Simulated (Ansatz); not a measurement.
## Electronic structure of C₂H₆Cl₂F₂O₂W (SMILES C[O][W]([F])([F])([Cl])([Cl])[O]C) in real space

```xyz
15

C     1.9030    0.0247   -2.0023
O     0.7391   -0.2616   -1.2783
W    -0.4954    0.5974   -0.2273
F    -1.8884    0.2011   -1.3990
F    -0.1365    2.1488   -1.2112
Cl   -1.9281    1.9327    1.0245
Cl    1.2610    1.2031    1.1932
O    -0.8898   -0.7964    0.8738
C    -1.2298   -1.2529    2.1474
H     2.7204    0.1835   -1.2916
H     2.1315   -0.8204   -2.6526
H     1.7523    0.9321   -2.5929
H    -1.5635   -2.2891    2.0794
H    -0.3477   -1.1822    2.7899
H    -2.0280   -0.6208    2.5470
```

Geometry: PBE0-D4/def2-TZVP; core potentials replace the inner electrons of W.

Computed with RKS PBE0-D4/def2-TZVPP (Ansatz).

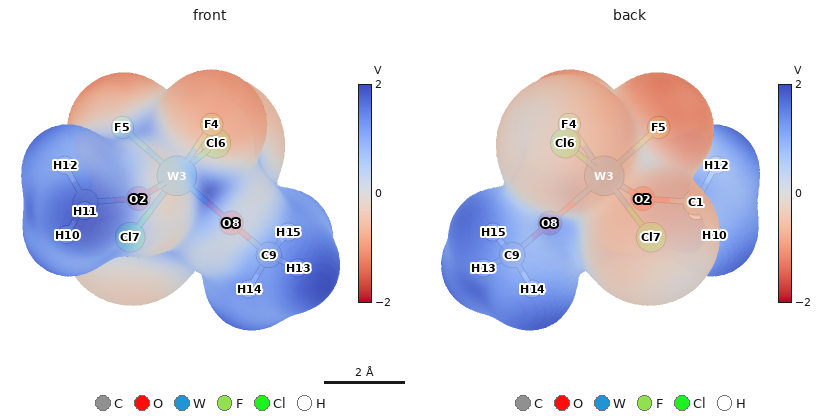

Figure 1. The electrostatic potential painted on the density surface at 0.004 e/bohr³, seen from the front and from behind; red is negative and blue positive.

> Which sites attract a positive test charge, and which a negative one?

A positive charge is drawn to the negative regions and a negative charge to the positive ones. The most negative region (about −1.2 V, or −28 kcal/mol for a unit charge) lies over F5, the most positive (about +1.9 V, or +44 kcal/mol for a unit charge) over H11 and H13.

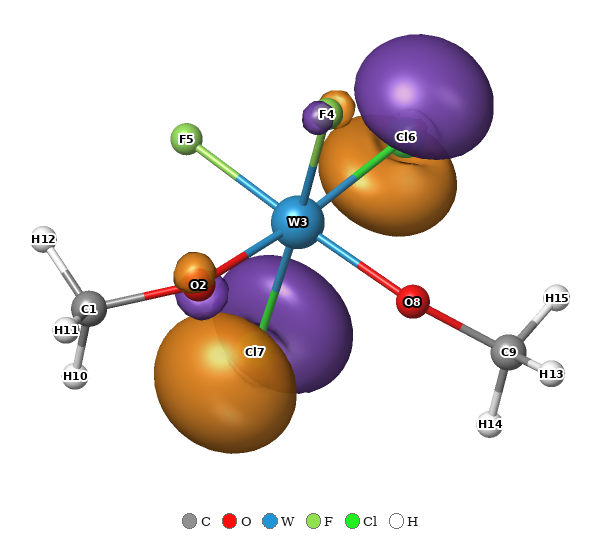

Figure 2. The HOMO at ±0.15 Å⁻³ᐟ² (orange and purple are the two phases), seen at a tilt.

> Describe this orbital and give its energy.

Its weight (Hirshfeld) is mainly on Cl7 (about 50 %) and Cl6 (about 40 %); largely a combination of lone pairs on Cl7 and Cl6. Its energy is −8.54 eV.

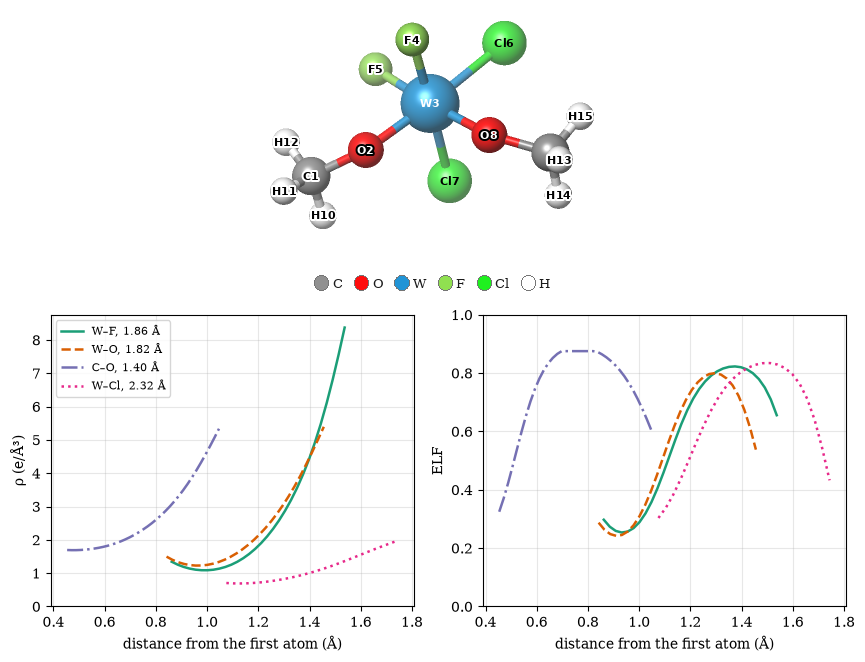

Figure 3. Electron density and ELF along straight lines between neighbouring atoms. The curves leave out the atomic cores. The structure is drawn too.

> Compare the contacts.

W–F (1.86 Å): the density is about 1.1 e/Å³ at the midpoint; the ELF peaks at about 0.80 in the valence shell of F, 0.5 Å from its nucleus, and drops to about 0.25 between the two atoms.
W–O (1.82 Å): ρ is about 1.3 e/Å³ halfway; the ELF peaks at about 0.80 in the valence shell of O, 0.5 Å from its nucleus, and drops to about 0.25 between the two atoms.
C–O (1.40 Å): ρ at the midpoint is about 2.1 e/Å³, with its minimum of 1.7 e/Å³ about 0.5 Å from C; the ELF peaks at about 0.90 between the atoms; a shared but strongly polarised pair.
W–Cl (2.32 Å): ρ is about 0.7 e/Å³ halfway; the ELF peaks at about 0.85 in the valence shell of Cl, 0.8 Å from its nucleus, and is about 0.45 at the midpoint.

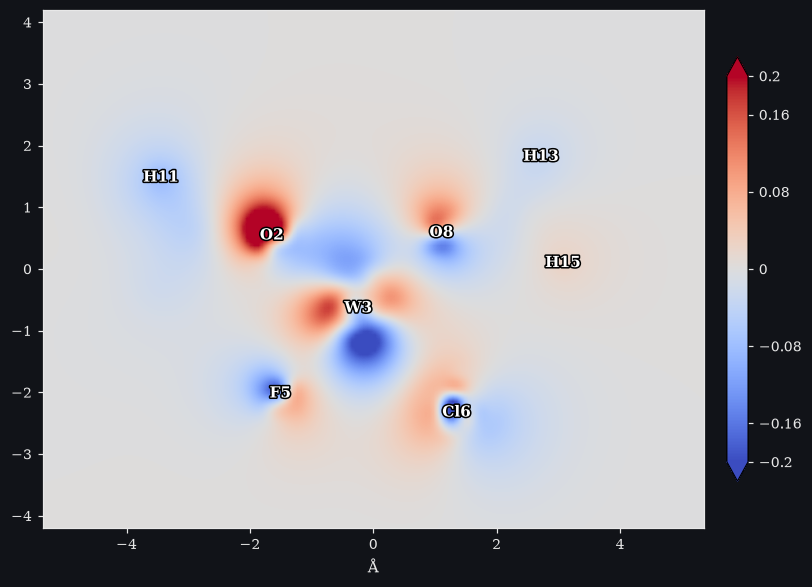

Figure 4. One frontier orbital on the plane of atoms Cl6, W3 and O8 (values in Å⁻³ᐟ²; the overall sign is arbitrary).

> Which orbital is it: HOMO or LUMO?

The LUMO, at −3.56 eV. Its weight (Hirshfeld) is mainly on W3 (about 60 %), O2 (about 10 %), Cl6 (about 10 %), Cl7 (about 5 %) and F4 (about 5 %).
